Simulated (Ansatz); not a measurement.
# F2H2NSSi: the cost of one run

Computed with Ansatz 0.2.0, driven from Python. Level of theory: MP2/cc-pVDZ.

**1. The system**

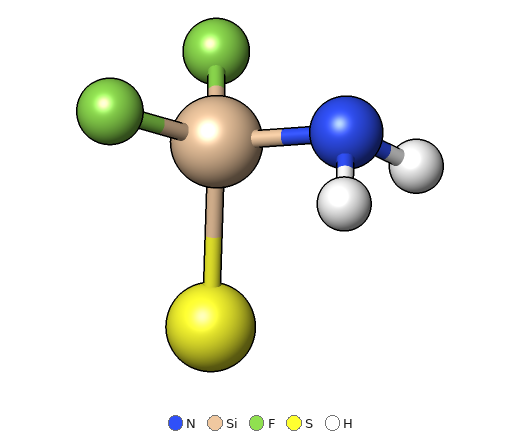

The starting structure, viewed from a chosen angle; nitrogen blue, silicon light orange, fluorine green, sulfur yellow, hydrogen white.

f2h2nssi.xyz, read by the script:

```xyz
7

N    -0.58420    0.40840    0.83120
Si    0.29920   -0.53480   -0.18700
F     1.61160   -0.91460    0.56510
F    -0.48160   -1.79750   -0.59760
S     0.67330    0.71500   -1.84850
H    -1.41110    0.76320    0.23620
H    -0.04590    1.29210    0.95490
```

**2. Script**

The input, spin.py:

```python
import ansatz

BASIS = "cc-pVDZ"
LEVEL = "mp2"


def main() -> None:
    system = ansatz.Crystal.molecule_from_extxyz("f2h2nssi.xyz")

    calc = (
        system.calculation()
        .basis(gaussian=BASIS)
        .correlation(LEVEL, electrons="valence")
    )
    found = {}
    for unpaired in [1, 3]:
        report = calc.spin("collinear", total=unpaired).run(threads=1, backend="cpu").report
        s = unpaired / 2
        found[unpaired] = report["free_energy_ev"]
        print(f"2S+1 = {unpaired + 1}: E = {found[unpaired]:.5f} eV, <S^2> = {abs(report['mean_field']['state']['spin_squared']):.3f} (pure state {s * (s + 1):.2f})")
    lowest = min(found, key=found.get)
    for unpaired, e in found.items():
        print(f"multiplicity {unpaired + 1}: {23.060548 * (e - found[lowest]):.1f} kcal/mol above the lowest")


if __name__ == "__main__":
    main()
```

**3. The input behind the calls**

The package turns the script's settings into the engine's input (first run):

```yaml
crystal:
  periodic: [false, false, false]
  atoms:
    - { symbol: "N", position_ang: [-0.5842, 0.4084, 0.8312] }
    - { symbol: Si, position_ang: [0.2992, -0.5348, -0.187] }
    - { symbol: F, position_ang: [1.6116, -0.9146, 0.5651] }
    - { symbol: F, position_ang: [-0.4816, -1.7975, -0.5976] }
    - { symbol: S, position_ang: [0.6733, 0.715, -1.8485] }
    - { symbol: H, position_ang: [-1.4111, 0.7632, 0.2362] }
    - { symbol: H, position_ang: [-0.0459, 1.2921, 0.9549] }
basis:
  gaussian:
    orbitals: cc-pVDZ
magnetization:
  spin_polarized: true
  initial_magnetization: 1.0
correlation:
  method: mp2
  electrons: valence
```

**4. The run**

Launch:

```console
python spin.py
```

What time and memory should one allow on 1 thread of Arm Neoverse V1, shared host?

About 23 s, with a peak of 0.35 GiB.
